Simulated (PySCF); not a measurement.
# C₈H₁₇BS: magnetic properties

Aim: compute the magnetic properties of C₈H₁₇BS (`CC[C@@H]1CC[C@@H](S)CB1C`).

Programs: PySCF 2.14.0, with routines of our own; each step states its level. All values are computed. Atoms count from 0.

### Step 1. The system as given

27 atoms, charge 0, multiplicity 1; geometry from: GFN2-xTB.

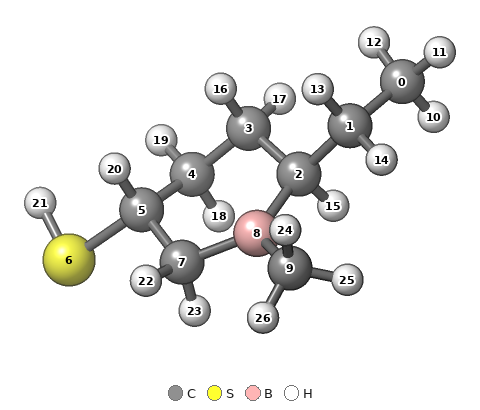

The starting geometry (carbon grey, sulfur yellow, boron pink, hydrogen white).

### Step 2. Magnetic properties: GIAO PBE0/pcSseg-1

What the job is given:

```
{"job": {"kind": "mag", "xc": "PBE0", "basis": "pcSseg-1", "isotopologues": 0}, "charge": 0, "multiplicity": 1}
C      3.214777    -0.074894    -0.506867
C      1.971660    -0.821133    -0.031309
C      0.647998    -0.147920    -0.433414
C      0.508246     1.231366     0.232173
C     -0.853725     1.868085    -0.036713
C     -1.959871     1.038570     0.594436
S     -3.600145     1.868717     0.385550
C     -2.038978    -0.349005    -0.028166
B     -0.643232    -1.054771    -0.252343
C     -0.590075    -2.621821    -0.395828
H      3.184695     0.067748    -1.585492
H      4.109424    -0.644989    -0.264096
H      3.300987     0.898880    -0.031988
H      2.004781    -0.917984     1.056341
H      1.997283    -1.827302    -0.451769
H      0.704430     0.028275    -1.518961
H      0.640789     1.121120     1.311855
H      1.285234     1.907328    -0.129074
H     -1.028199     1.939689    -1.112496
H     -0.867565     2.881618     0.373612
H     -1.799138     0.957542     1.673135
H     -3.299056     2.967246     1.075470
H     -2.741626    -0.962339     0.540921
H     -2.487708    -0.246504    -1.024642
H     -0.159187    -3.052343     0.508633
H      0.046269    -2.949774    -1.215433
H     -1.567963    -3.078984    -0.528453
```

With the program's defaults for keys left out, this is: GIAO PBE0/pcSseg-1 magnetisability, rotational g tensor and spin-rotation constants, non-relativistic, gas phase.

On the command line:

```sh
OMP_NUM_THREADS=1 python excited_run.py task.json out
```

One launch serves the whole session: the jobs run in the order shown.

Log:

```text
coarse grid: 21944 points
cycle   1  E = -737.3772048538  dE =  9.829e-01  |g| = 5.539e-01  |ddm| = 4.540e+00
cycle   2  E = -737.3680086138  dE =  9.196e-03  |g| = 6.001e-01  |ddm| = 1.145e+00
cycle   3  E = -737.4629966954  dE = -9.499e-02  |g| = 5.246e-02  |ddm| = 6.467e-01
cycle   4  E = -737.4634986716  dE = -5.020e-04  |g| = 3.113e-02  |ddm| = 1.136e-01
cycle   5  E = -737.4637307468  dE = -2.321e-04  |g| = 6.362e-03  |ddm| = 3.960e-02
cycle   6  E = -737.4637396255  dE = -8.879e-06  |g| = 2.278e-03  |ddm| = 8.206e-03
final grid: 203944 points
cycle   7  E = -737.5257632067  dE = -9.045e-05  |g| = 1.163e-02  |ddm| = 5.319e-02
cycle   8  E = -737.5257488040  dE =  1.440e-05  |g| = 1.378e-02  |ddm| = 2.504e-02
cycle   9  E = -737.5257978405  dE = -4.904e-05  |g| = 1.078e-03  |ddm| = 1.504e-02
cycle  10  E = -737.5257981133  dE = -2.729e-07  |g| = 3.578e-04  |ddm| = 1.678e-03
cycle  11  E = -737.5257981438  dE = -3.049e-08  |g| = 7.135e-05  |ddm| = 3.762e-04
cycle  12  E = -737.5257981448  dE = -1.047e-09  |g| = 3.040e-05  |ddm| = 1.039e-04
cycle  13  E = -737.5257981451  dE = -2.296e-10  |g| = 2.963e-06  |ddm| = 3.120e-05
converged SCF energy = -737.5257981451

Magnetisability tensor (1e-30 J/T^2)
    -1961.83       33.36      -17.16
       33.36    -1915.48      -10.11
      -17.16      -10.11    -2032.06
isotropic -1969.79   principal values   -2036.08  -1977.38  -1895.92
isotropic susceptibility -118.624 1e-6 cm^3/mol

Inertial axes            a          b          c
rot. const./GHz      1.9518     0.5989     0.4756
chi total          -119.061   -114.527   -122.283
chi diamagnetic    -823.218  -2166.937  -2717.805
chi paramagnetic    704.157   2052.410   2595.521
quadrupole/D A       -8.662      4.462      4.200
g nuclear            0.6390     0.5720     0.5774
g electronic        -0.6457    -0.5775    -0.5800
g total             -0.0067    -0.0055    -0.0026

Spin-rotation constants (kHz, H = +C I.J)
atom  isotope        aa         bb         cc
  8    11B        0.949      0.289      0.073
 10     1H       -0.216     -0.070      0.010
 11     1H        0.019     -0.066     -0.045
 12     1H       -0.182     -0.002     -0.046
 13     1H       -0.209     -0.071      0.013
 14     1H       -0.133     -0.009     -0.046
 15     1H       -0.232     -0.069      0.009
 16     1H       -0.228     -0.067      0.013
 17     1H       -0.170      0.001     -0.043
 18     1H       -0.230     -0.066      0.019
 19     1H       -0.164      0.003     -0.050
 20     1H       -0.216     -0.060      0.022
 21     1H       -0.237      0.003     -0.044
 22     1H       -0.139     -0.019     -0.037
 23     1H       -0.176     -0.074      0.003
 24     1H       -0.187     -0.062     -0.007
 25     1H       -0.069     -0.065     -0.029
 26     1H       -0.138     -0.008     -0.056
  0    13C*       0.279      0.087      0.060
  1    13C*       0.306      0.095      0.073
  2    13C*       0.403      0.122      0.062
  3    13C*       0.310      0.111      0.072
  4    13C*       0.338      0.114      0.090
  5    13C*       0.347      0.108      0.093
  6    33S*       0.305      0.157      0.148
  7    13C*       0.337      0.115      0.073
  9    13C*       0.297      0.080      0.055
* in the singly substituted isotopologue
```

Run time: 4 min. Hardware: 1 thread of Intel Xeon at 2.50GHz, shared host; peak memory 1.3 GiB.

Key values:

```csv
quantity,value
magnetisability,-1970·10⁻³⁰ J/T²
molar susceptibility,-118.6·10⁻⁶ cm³/mol
"rotational g (a, b, c)","-0.0067, -0.0055, -0.0026"
```

### Step 3. Results

| quantity | value |
| --- | --- |
| magnetisability (step 2, GIAO PBE0/pcSseg-1) | -1970·10⁻³⁰ J/T² |
| molar susceptibility (step 2, GIAO PBE0/pcSseg-1) | -118.6·10⁻⁶ cm³/mol |
| rotational g (a, b, c) (step 2, GIAO PBE0/pcSseg-1) | -0.0067, -0.0055, -0.0026 |

**Reading.** The values above hold for this geometry and these levels alone. Vibrational averaging and real surroundings are missing from these values.
